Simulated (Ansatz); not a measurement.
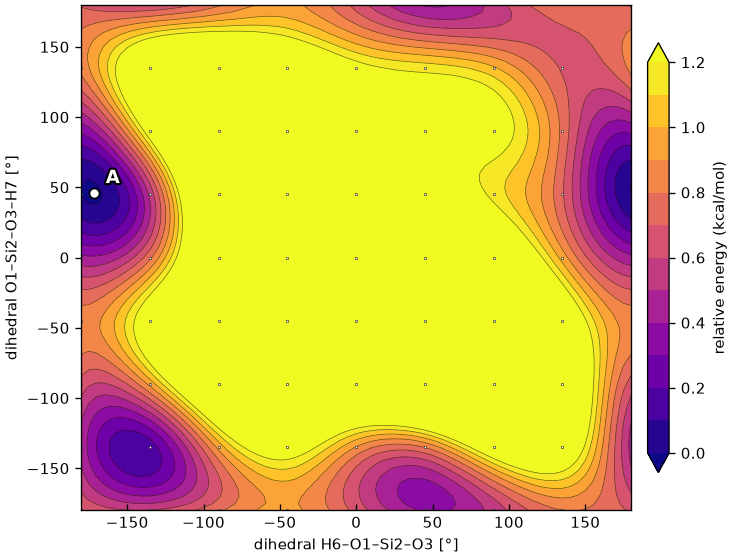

BrClH2O2Si, SMILES O[Si](O)(Cl)Br. 
- Coordinates scanned: (1) dihedral H6–O1–Si2–O3; (2) dihedral O1–Si2–O3–H7.
- Nothing is relaxed (all other coordinates rigid).
- Grid: 8 × 8 points.
- All energies are given in kcal/mol relative to the lowest grid point.
- All numbers below come from RKS wB97X-V/def2-SVP in Ansatz.

Drawn: filled contours, dots at the grid points, one colour for all values above the top of the scale, the well A. Between grid points the surface is interpolated.

Q: Where is the minimum, and how stiff is the well along each coordinate? Take the well at A.

A: The interpolated minimum is at dihedral H6–O1–Si2–O3 ≈ −172°, dihedral O1–Si2–O3–H7 ≈ 46°. The curvatures there are about 0.12 eV/rad² and 0.079 eV/rad², with a cross term of about 0.024 eV/rad². Round the minimum the valley is somewhat tilted: raising dihedral H6–O1–Si2–O3 shifts the best value of dihedral O1–Si2–O3–H7 downwards (coupling k₁₂/√(k₁₁k₂₂) about 0.2). (1 eV is 23.1 kcal/mol.)
